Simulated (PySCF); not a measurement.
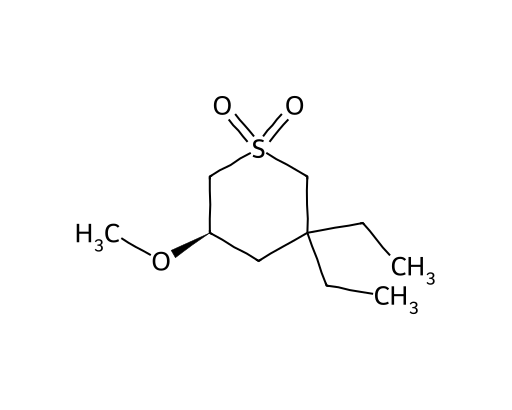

2D structure.

Transcribe the drawing into SMILES.

CCC1(CC)C[C@@H](OC)CS(=O)(=O)C1

What is the molecular formula?

C10H20O3S.

An optimisation with PBE0-D3(BJ)/def2-SVP gave a structure of which point group?

C1.

The parts below concern this one geometry. Atoms keep their numbers from picture to picture. Computed geometry: PBE0-D3(BJ)/def2-SVP optimisation. No frequency run is at hand to confirm it as a minimum.

### Electronic properties

No frequency run is at hand to confirm it as a minimum. Method: B3LYP/def2-SVPD, gas phase (PySCF 2.14.0). Excitations: vertical, linear response.

Computed properties:

- dipole moment: 4.33 D
- HOMO energy (Kohn–Sham orbital): −7.61 eV
- LUMO energy (Kohn–Sham orbital): 0.05 eV
- HOMO–LUMO gap: 7.66 eV
- mean static polarisability: 147.5 bohr³
- lowest vertical singlet excitation: 6.89 eV
- its oscillator strength: 0.012
- brightest of the 10 lowest singlets: 7.37 eV
- its oscillator strength: 0.02

### Charges

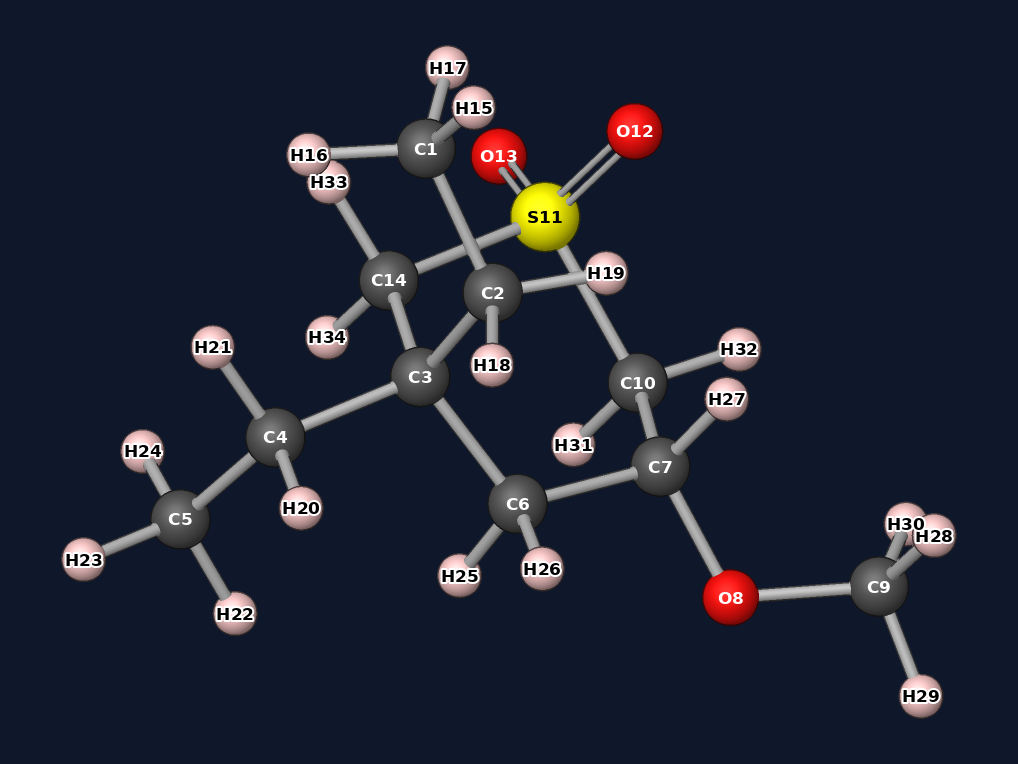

The questions are on IAO charges. No frequency run is at hand to confirm it as a minimum. Method: PBE0/pcSseg-1, gas phase (PySCF 2.14.0).

Which atom carries the highest charge (most positive or least negative)?

S11 (1.97 e).

And the lowest?

O12 (−0.90 e).

Give the IAO charges atom by atom.

```
atom  value (e)
  C1      −0.41
  C2      −0.25
  C3       0.03
  C4      −0.24
  C5      −0.41
  C6      −0.26
  C7       0.10
  O8      −0.39
  C9      −0.20
 C10      −0.49
 S11       1.97
 O12      −0.90
 O13      −0.89
 C14      −0.47
 H15       0.15
 H16       0.12
 H17       0.14
 H18       0.12
 H19       0.14
 H20       0.13
 H21       0.13
 H22       0.13
 H23       0.15
 H24       0.13
 H25       0.13
 H26       0.15
 H27       0.12
 H28       0.12
 H29       0.16
 H30       0.12
 H31       0.16
 H32       0.17
 H33       0.17
 H34       0.16
```

### Ring current

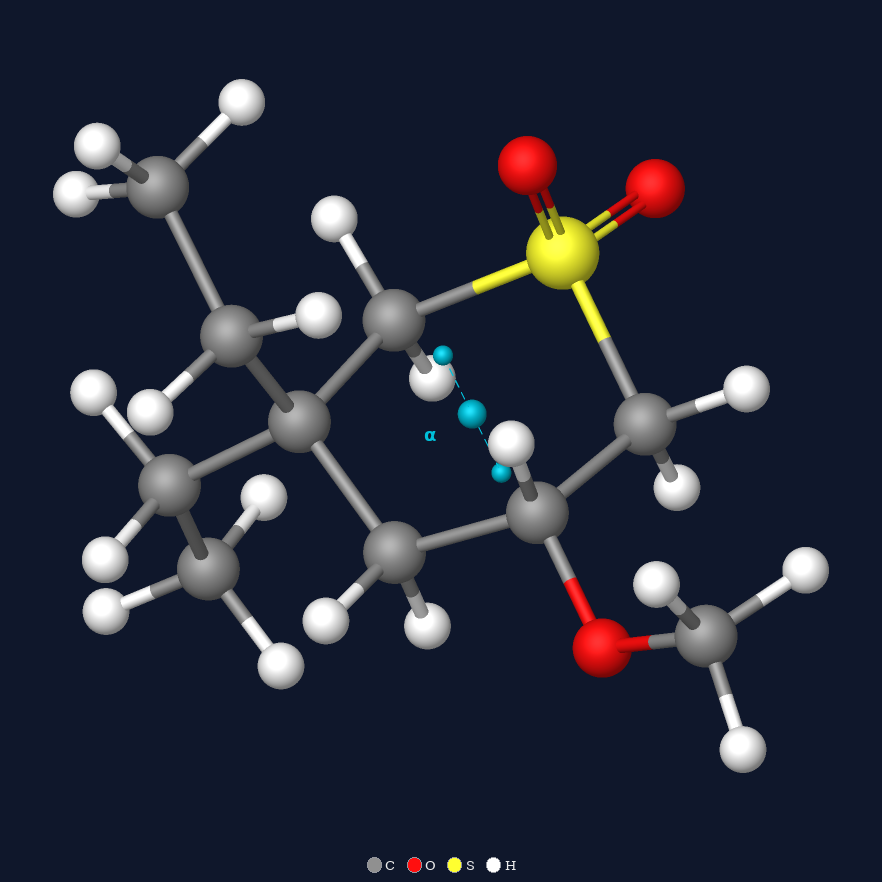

The small points mark where nucleus-independent chemical shifts (NICS) were computed: at the centre of each lettered ring and 1 Å above and below it. No frequency run is at hand to confirm it as a minimum. Properties computed with GIAO ωB97X-D/pcSseg-1 NMR shielding, non-relativistic, gas phase (PySCF 2.14.0).

Give NICS(0), NICS(1) and the out-of-plane component NICS(1)zz for each ring (means of the two sides).

```json
{"ring": "α", "members": "C5S", "NICS(0)": "−4.2", "NICS(1)": "−2.8", "NICS(1)zz": "1.9"}
```

Values in ppm.

What do the values say about the ring currents?

Ring α: weak, as in a non-aromatic ring. NICS is one index among several.

### Quadrupole coupling

No frequency run is at hand to confirm it as a minimum. Electric field gradients from the ground-state density, PBE0/pcSseg-1 (PySCF 2.14.0), non-relativistic apart from any core potentials.

Give the largest field-gradient component, the quadrupole coupling constant and the asymmetry for 17O at O8 (Q = −25.6 mb), 33S at S11 (Q = −67.81 mb), 17O at O12 (Q = −25.6 mb), 17O at O13 (Q = −25.6 mb).

| atom | V_zz (a.u.) | e²qQ/h (MHz) | η |
| --- | --- | --- | --- |
| O8 | 2.014 | −12.11 | 0.97 |
| S11 | 0.109 | −1.74 | 0.49 |
| O12 | 1.498 | −9.01 | 0.10 |
| O13 | 1.472 | −8.85 | 0.05 |
